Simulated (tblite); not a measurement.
## C5H11N: molecular dynamics (part 3 of 3)

Continued. System: C5H11N. Method: GFN2-xTB Langevin dynamics, gas phase (tblite 0.8.0). 

Geometry of the input (Å):
```
C  2.2723  0.1287  0.0867
C  1.0778  -0.7718  0.3772
C  -0.2088  -0.2152  -0.2171
C  -0.8340  1.0178  0.4592
C  -2.1480  0.2278  0.4735
N  -1.4035  -0.9886  0.1440
H  2.1164  1.1189  0.5087
H  3.1784  -0.2914  0.5164
H  2.4192  0.2340  -0.9864
H  0.9429  -0.8840  1.4538
H  1.2511  -1.7659  -0.0401
H  -0.0812  -0.0687  -1.3002
H  -0.8309  1.9406  -0.1150
H  -0.4357  1.2006  1.4535
H  -2.8585  0.5579  -0.2936
H  -2.6674  0.1547  1.4315
H  -1.7971  -1.5833  -0.5754
```

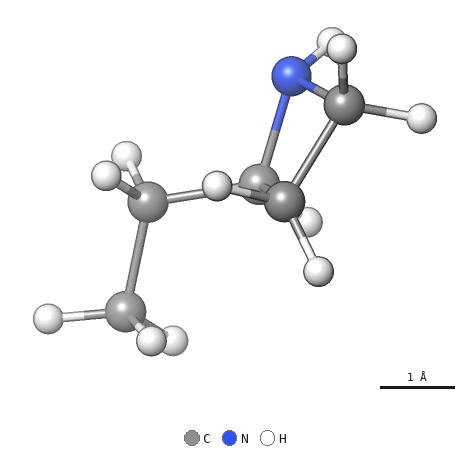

The geometry at step 35 of the log (ball-and-stick view, seen at a tilt).

Trajectory as extended XYZ, continued
```
17
Properties=species:S:1:pos:R:3:forces:R:3 step=29 time_fs=725.0 energy=-522.10257 temperature=294.8
C     1.1561   -0.8003    0.8549    2.1628   1.1780   0.1952
C     0.2933    0.2628    1.5345   -0.8183   0.0875  -0.9603
C    -1.2095   -0.0168    1.2686   -0.2536   1.0301  -0.9680
C    -1.7672    0.6499   -0.0151   -0.7875  -0.3653  -1.9992
C    -2.8730    1.2260    0.8711    0.7939   1.8876  -0.9499
N    -2.1332    0.8501    2.0326    0.3114  -0.2563   0.9794
H     1.6333   -0.5557   -0.1696   -1.1819  -0.2340   1.6433
H     1.9869   -0.9632    1.5669    0.1048   0.0080  -0.6179
H     0.6361   -1.7040    0.8548   -0.7617  -1.3924  -0.5482
H     0.6056    1.2591    1.1514   -0.5532  -0.4952   0.4293
H     0.3973    0.2382    2.6103    0.2895   0.0086   0.2061
H    -1.5063   -1.0732    1.2336    0.4670  -0.0518   0.4564
H    -2.1604    0.0416   -0.9133    0.4693   0.1488   1.5824
H    -1.1496    1.3699   -0.5488    0.3133   0.2447   0.6531
H    -3.7838    0.7179    0.7263   -1.3683  -0.6306  -0.1469
H    -3.0637    2.3394    0.8073    0.1829  -0.8756   0.0087
H    -2.7426    0.4827    2.7634    0.6296  -0.2920   0.0365
17
Properties=species:S:1:pos:R:3:forces:R:3 step=30 time_fs=750.0 energy=-522.00561 temperature=296.9
C     1.1334   -0.7416    0.8885   -0.5408  -1.2821   2.0293
C     0.2738    0.3137    1.6358   -0.0277  -1.1290  -0.2992
C    -1.1697    0.0756    1.2168   -0.2764  -0.5893   1.6387
C    -1.8038    0.6535    0.0238   -1.7680  -0.7515  -3.6052
C    -2.9265    1.1639    0.9259   -0.4693   0.5813  -1.0071
N    -2.1161    0.8287    2.0796   -1.1045  -1.2112   1.4642
H     1.3785   -0.4203   -0.1088   -0.3081  -0.2398  -0.2245
H     2.0778   -0.9810    1.4204   -0.4589   0.3961  -0.2814
H     0.5077   -1.7074    0.9778    1.1768   1.2568  -0.8072
H     0.6339    1.3013    1.3915   -0.1985   0.3323  -0.0211
H     0.2250    0.2082    2.7376    0.5798  -0.1310  -0.5400
H    -1.4812   -0.9952    1.1838    0.8424   0.1751   0.5198
H    -2.1467   -0.1516   -0.7594    0.6087   1.3126   1.1361
H    -1.3189    1.4349   -0.5572    0.2316   0.0106   0.2777
H    -3.9282    0.6759    0.8966    0.6629   0.1171  -0.2664
H    -3.0618    2.2339    0.7532   -0.2591   0.1743   0.4730
H    -2.7072    0.2032    2.7054    1.3092   0.9777  -0.4866
17
Properties=species:S:1:pos:R:3:forces:R:3 step=31 time_fs=775.0 energy=-522.31317 temperature=374.5
C     1.2119   -0.6346    0.9346   -1.3660  -1.2251   2.8407
C     0.2391    0.3069    1.6571   -0.4369  -0.1541   0.5550
C    -1.2548    0.0232    1.3703    0.3313  -0.3190  -0.3562
C    -1.8078    0.6569    0.0982    0.1194   0.1252  -0.9027
C    -2.9905    1.1173    0.9249   -0.9202  -0.3802   0.5464
N    -2.2127    0.8087    2.1081    0.7940   1.3433   0.0931
H     1.1347   -0.4254   -0.0691   -0.2800  -0.1179  -2.2213
H     2.2250   -0.4689    1.2304    0.5211   0.0492   0.4031
H     0.8866   -1.6698    1.2378    0.6431   0.7700  -0.7883
H     0.5181    1.2940    1.3374   -0.3425   0.7123  -0.2028
H     0.3092    0.3422    2.7507    0.3978  -0.4693  -0.0832
H    -1.5801   -1.0327    1.4796    0.9250  -0.1069  -0.3415
H    -2.0759    0.0123   -0.7235    0.1352  -0.3099  -0.2912
H    -1.1640    1.4743   -0.2763   -0.4421  -0.3408   0.2466
H    -3.9437    0.5224    0.8200    0.7546   0.1631  -0.1175
H    -3.2676    2.1566    0.8290   -0.0509   0.4808   0.1233
H    -2.5325    0.4514    2.9754   -0.7829  -0.2206   0.4965
17
Properties=species:S:1:pos:R:3:forces:R:3 step=32 time_fs=800.0 energy=-522.15254 temperature=301.1
C     1.2279   -0.5511    1.0217   -0.5387   0.8911   0.5264
C     0.1469    0.2728    1.7486    0.0159  -0.1927   0.7114
C    -1.3157   -0.0021    1.4217    0.4257  -0.6065  -0.8183
C    -1.8469    0.6008    0.0751    0.8799   1.7977   3.9629
C    -3.0201    1.0757    0.9435   -1.2052  -1.2292   0.3463
N    -2.2348    0.8309    2.1689   -0.3205   0.3590   0.5048
H     1.0025   -0.6619   -0.0507    0.3190   0.0281   0.6437
H     2.1325    0.0208    1.2344    0.1900  -0.2999  -0.6511
H     1.3292   -1.4795    1.5445   -0.0023  -0.7695  -0.2659
H     0.4002    1.3198    1.6206   -0.4266   0.3093  -0.3054
H     0.2192    0.1255    2.8414    0.2061  -0.1752  -0.2682
H    -1.5997   -1.0472    1.6378    0.5394  -0.1747  -0.6782
H    -2.0563    0.0461   -0.7381   -0.4708  -1.7961  -2.4164
H    -1.1524    1.4189   -0.0748   -0.1555   0.2139  -0.6735
H    -3.8727    0.3343    0.8705    0.4994   0.5690  -0.0993
H    -3.4553    2.0658    0.8022    0.3532   0.0897   0.1917
H    -2.6227    0.2699    2.9521   -0.3091   0.9859  -0.7110
17
Properties=species:S:1:pos:R:3:forces:R:3 step=33 time_fs=825.0 energy=-522.17783 temperature=398.3
C     1.1505   -0.4523    1.0458   -0.5759   3.2541  -1.1710
C     0.1462    0.3325    1.9248    0.7022   0.3787  -0.1270
C    -1.2112    0.0092    1.4183   -2.8193   0.2655  -0.7384
C    -1.8367    0.6430    0.0835    0.6714  -1.7406  -0.0045
C    -3.0578    1.0480    0.8841    0.3643  -0.4226   1.2174
N    -2.2675    0.7743    2.1017    0.1564   0.7821  -0.1917
H     0.6646   -0.4303   -0.0025    1.3053  -0.1177   1.4365
H     2.1101    0.1276    1.0869   -0.7081  -0.9341  -0.4292
H     1.2524   -1.4201    1.3838    0.3502  -1.8590   0.4928
H     0.3425    1.4233    1.9042   -0.1915  -0.4670  -0.4151
H     0.1591    0.1072    2.9955    0.2841  -0.4194  -0.1206
H    -1.4316   -1.1020    1.4936    0.4450   0.8056  -0.3365
H    -2.0074   -0.1365   -0.7101    0.2962   1.1211   0.4626
H    -1.3054    1.5332   -0.2013    0.3647  -0.0993  -0.5121
H    -3.9340    0.4090    0.8148   -0.1480  -0.2586  -0.3250
H    -3.3886    2.0841    0.8331    0.1239   0.1060  -0.0978
H    -2.7166    0.3092    2.8493   -0.6210  -0.3947   0.8596
17
Properties=species:S:1:pos:R:3:forces:R:3 step=34 time_fs=850.0 energy=-522.06344 temperature=310.6
C     1.1506   -0.3128    0.9757   -0.9017  -0.1939   1.5025
C     0.1337    0.4389    1.8448    0.5366  -0.3423   1.5687
C    -1.2245    0.0474    1.4270   -2.6178   1.3480  -0.0135
C    -1.7249    0.7614    0.1271   -0.8112  -2.8105  -0.2564
C    -3.0586    0.9892    0.8746    0.7216  -0.1866   0.3212
N    -2.4141    0.7115    2.1618    1.2040  -1.1125  -0.1190
H     0.8482   -0.1704   -0.0243   -0.0123  -0.1177  -1.2008
H     2.1163    0.1237    1.1441    0.5144  -0.3866   0.0294
H     1.0289   -1.3844    1.2899    0.7056   0.9670  -0.5852
H     0.1710    1.5254    1.8701    0.3615   0.0741  -0.4741
H     0.2989    0.1441    2.8953   -0.0232  -0.0205  -0.1124
H    -1.4099   -1.0251    1.2832    0.3617   0.0376   0.4277
H    -1.7366   -0.1441   -0.6162   -0.1763   2.4171   0.2896
H    -1.2516    1.6891   -0.1626    0.2051  -0.3882  -0.1927
H    -3.8596    0.3029    0.6648   -0.3462  -0.4474  -0.4892
H    -3.4461    1.9835    0.8794   -0.2789   0.8363  -0.2516
H    -2.9603    0.1031    2.7953    0.5572   0.3260  -0.4443
17
Properties=species:S:1:pos:R:3:forces:R:3 step=35 time_fs=875.0 energy=-522.19663 temperature=329.3
C     1.2151   -0.2354    1.0624   -2.3061  -0.3329   0.3396
C     0.1090    0.5292    1.8202   -0.6849  -2.1025   1.9818
C    -1.3054    0.0515    1.4053   -0.9209   1.3701   0.2529
C    -1.7823    0.8293    0.1407   -0.4933  -0.4944   0.9151
C    -3.1354    1.0108    0.8679   -0.1917  -0.0704  -0.3612
N    -2.5006    0.7138    2.1378    2.1574  -0.0762  -0.7922
H     0.9455    0.0447    0.0751    0.4245  -0.2308  -1.3515
H     2.1359    0.2086    1.3242    1.0496  -0.2846   0.2810
H     1.0817   -1.3472    1.1734    0.6184   1.2555   0.1099
H     0.2043    1.5725    1.6728    0.0499   0.9374  -0.2361
H     0.2021    0.3568    2.9215    0.0212   0.0551  -0.5705
H    -1.4068   -1.0456    1.3602    0.1683   0.3805  -0.0195
H    -1.7057    0.3212   -0.8208   -0.2733   0.2320   0.1459
H    -1.2594    1.7653    0.1912    0.1660   0.3869  -0.5902
H    -3.8459    0.2336    0.5946   -0.2881  -0.2349  -0.3458
H    -3.6879    1.9728    0.8575    0.5841  -0.2519  -0.1432
H    -3.0475    0.1676    2.7697   -0.0811  -0.5390   0.3840
17
Properties=species:S:1:pos:R:3:forces:R:3 step=36 time_fs=900.0 energy=-522.25394 temperature=383.9
C     1.1490   -0.1050    1.2561    0.6030   2.1696  -0.8714
C     0.0166    0.6071    1.9798   -0.0656   0.5628  -0.1601
C    -1.3123    0.2950    1.3226   -0.0199  -1.0351  -0.8955
C    -1.9590    1.0014    0.0663    1.1623   0.8894   2.5600
C    -3.2215    0.9966    0.8978   -0.8265  -0.0831   0.8758
N    -2.4413    0.6875    2.0907   -0.9047   0.6609   1.1786
H     1.1143    0.1377    0.1475    0.2565  -0.1719   1.2711
H     2.0292    0.3814    1.7400   -0.0626  -1.0834  -0.8278
H     1.0899   -1.1647    1.3529    0.2014  -0.4948   0.2747
H     0.2056    1.7271    2.0625   -0.3214  -1.3535  -0.1752
H    -0.0028    0.1692    2.9883   -0.2371   0.4354  -0.0626
H    -1.3552   -0.8063    1.1362    0.3629   0.1375  -0.1165
H    -1.9904    0.4453   -0.7977    0.0302  -1.1177  -1.8361
H    -1.5104    1.9659   -0.0856    0.0008   0.4608  -0.1411
H    -3.8451    0.1559    0.6155   -0.4971  -0.2486  -0.2861
H    -3.8653    1.8835    1.0336    0.4291  -0.1218  -0.2930
H    -2.7737    0.0197    2.7970   -0.1114   0.3933  -0.4949
17
Properties=species:S:1:pos:R:3:forces:R:3 step=37 time_fs=925.0 energy=-522.18914 temperature=356.6
C     1.1759    0.0166    1.4860   -0.0759   1.4864   0.4013
C    -0.0942    0.7335    2.0281    0.6953   0.8534  -2.0970
C    -1.3691    0.3421    1.2604    0.6874   0.1254  -0.4467
C    -2.0062    1.1432    0.0780    1.2418   1.0193   0.3066
C    -3.3080    1.0271    0.8639    0.5912   0.5432   1.2745
N    -2.4861    0.6994    2.0669   -1.3867   0.1866   0.2921
H     1.3995    0.2916    0.4367   -0.1054   0.0038   0.6861
H     1.9634    0.4205    2.1777   -0.2425  -1.0015  -0.9524
H     1.0253   -1.0553    1.5116    0.3185  -0.0211   0.3206
H     0.0262    1.8796    1.8700   -0.1251  -1.8054   0.7176
H    -0.1834    0.4392    3.0742   -0.2987   0.4178  -0.1402
H    -1.4236   -0.7229    1.0112    0.5783  -0.3142  -0.1585
H    -1.9251    0.7479   -0.9465   -0.1284   0.0671   0.5722
H    -1.6265    2.2100    0.1088   -0.4191  -1.1253  -0.2156
H    -3.9737    0.2515    0.5588   -0.4652  -0.6099  -0.3735
H    -3.8519    1.9606    1.0372   -0.0753  -0.1185  -0.1791
H    -2.7097   -0.0727    2.6897   -0.7901   0.2929  -0.0080
17
Properties=species:S:1:pos:R:3:forces:R:3 step=38 time_fs=950.0 energy=-522.12994 temperature=343.0
C     1.2201    0.0920    1.5719   -3.6543  -0.7077   0.8729
C    -0.1164    0.8819    1.9712    0.7534  -0.9784  -1.1438
C    -1.4416    0.3827    1.3176    0.9592   0.0179   1.7004
C    -1.9504    1.1610    0.1825   -0.1901   1.2994  -3.1116
C    -3.3428    1.0506    0.7941    0.3280  -0.8999   0.0919
N    -2.7138    0.6458    2.0566    1.1655   0.1784   0.0945
H     1.6838    0.4620    0.7336    0.5545   0.6370  -2.1467
H     1.9087    0.1844    2.3434    1.0374   0.0533   1.5511
H     0.9124   -0.9636    1.4723    0.4758   0.4282  -0.1531
H     0.0050    1.9234    1.6912    0.0182   0.1202   0.2225
H    -0.1762    0.7755    3.0284   -0.3454   0.1189   0.8059
H    -1.4050   -0.6343    0.9789    0.4684  -1.0216   0.2880
H    -1.7920    0.6671   -0.8333   -0.2999   0.7007   1.0411
H    -1.5607    2.2093    0.1066   -0.4545  -0.8230   0.1355
H    -3.9700    0.2689    0.3714   -0.0474  -0.2686  -0.3592
H    -3.9261    1.9333    0.8386   -0.4880   1.0047   0.3018
H    -3.0592   -0.1584    2.5707   -0.2807   0.1405  -0.1912
17
Properties=species:S:1:pos:R:3:forces:R:3 step=39 time_fs=975.0 energy=-522.26383 temperature=318.1
C     1.1375    0.1622    1.5890   -1.0059   0.9560   0.1002
C    -0.1836    0.9764    2.0198    1.0367  -2.9319   0.0857
C    -1.4234    0.3792    1.3294   -0.0376   0.3162   1.4504
C    -1.9735    1.1034    0.1546   -0.8757   1.0943  -1.7988
C    -3.3470    1.0476    0.8225   -1.0578  -1.2850  -1.4248
N    -2.7129    0.6437    2.0339    1.3376   0.3154   0.4789
H     1.5316    0.6907    0.6998   -0.2978  -0.8669   0.1776
H     1.9194    0.2571    2.3375   -0.1738  -0.0183   0.2050
H     0.9336   -0.9193    1.4371    0.1401   0.9548  -0.1261
H    -0.0167    1.9639    1.7374    0.0191   1.6450  -0.3441
H    -0.3087    0.9227    3.1065   -0.0391  -0.0819  -0.2128
H    -1.2666   -0.6578    1.1244    0.1619  -0.9318  -0.0182
H    -1.9897    0.6469   -0.8427    0.4226  -0.0805   0.2806
H    -1.5814    2.1074    0.0617    0.0491   0.2684  -0.0471
H    -3.9687    0.1959    0.3062    0.5712   1.2543   0.7529
H    -3.9718    1.9366    0.9106    0.0712   0.0243  -0.0738
H    -3.1168   -0.1148    2.5310   -0.3218  -0.6325   0.5144
17
Properties=species:S:1:pos:R:3:forces:R:3 step=40 time_fs=1000.0 energy=-522.13891 temperature=292.5
C     1.0581    0.3118    1.5290    2.4557  -0.0830   0.7222
C    -0.2321    0.9020    2.0353    0.8590   1.1455  -0.2311
C    -1.3961    0.3398    1.2731   -0.6420  -0.6318   0.6606
C    -2.0469    0.9959    0.0384   -0.3512   0.2289   1.1853
C    -3.3060    1.0615    0.8777   -2.5008   0.4942  -0.0878
N    -2.5807    0.7188    2.0897   -0.5841  -1.9506  -0.0870
H     1.4019    0.7467    0.5585   -0.5058  -0.5087   0.7197
H     1.9157    0.5204    2.2802   -1.2144  -0.1889  -1.1092
H     1.0138   -0.7965    1.4670   -0.0720   0.7345  -0.1714
H    -0.2038    2.0250    1.8722   -0.0901  -1.1503   0.5580
H    -0.3652    0.6562    3.1257    0.0057   0.3810  -1.0618
H    -1.2389   -0.7576    1.1490   -0.2913   0.4276  -0.0321
H    -2.1375    0.5446   -0.9170    0.2355  -0.8551  -0.5045
H    -1.7641    1.9960   -0.0861    1.0863   1.3805  -0.3525
H    -4.1255    0.3486    0.5234    0.8225   0.5907   0.5561
H    -3.8015    2.0888    0.9972    0.5314  -1.1495  -0.3017
H    -2.9659   -0.1061    2.6151    0.2555   1.1351  -0.4628
```

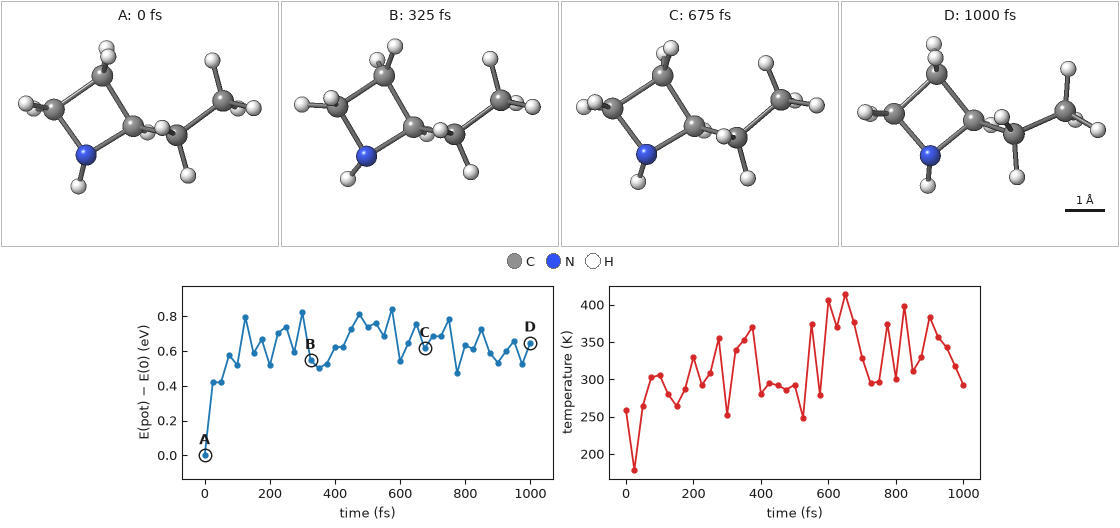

Frames of the molecular dynamics (ball-and-stick, seen at a tilt) above the curves, on which the letters mark them. The trajectory kept here has 41 frames over 1000 fs. The temperature starts at 259 K, ranges from 179 to 414 K and averages 338 K over the second half. The potential energy ends 0.648 eV above its first value. After an unweighted best fit of the last frame on the first, the root-mean-square displacement is 0.28 Å, and H8 has moved furthest (0.46 Å).

Key numbers

| quantity | value |
| --- | --- |
| outcome | finished |
| mean temperature over the second half | 338 K |
| trajectory | 41 frames kept, 1000 fs |
| wall time | 14 s |
| peak memory | 0.18 GiB |
